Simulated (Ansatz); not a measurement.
# Ta, pressure series

Consider Ta in the bcc (W type) structure (space group Im-3m, No. 229; a = 3.3048 Å).

Cell and atoms are relaxed at each pressure.

Calculations: r2SCAN (Ansatz, a first-principles code, PAW, no SOC).

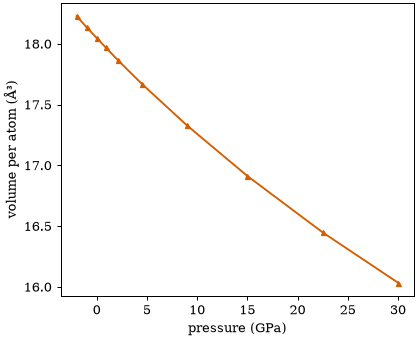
Fig. 1. Volume per atom against pressure

From the plot, what is the volume per atom for pressure 30 GPa?

About 16.0 Å³.

Is the trend monotonic over the range shown?

Yes, it falls throughout, spanning 16.03 Å³ to 18.23 Å³.

Load acts through the strain it causes; cell and atoms are relaxed under it. Whether these cells are dynamically stable was not tested. Competing high-pressure phases were not computed. The final runs are not spin-polarised.
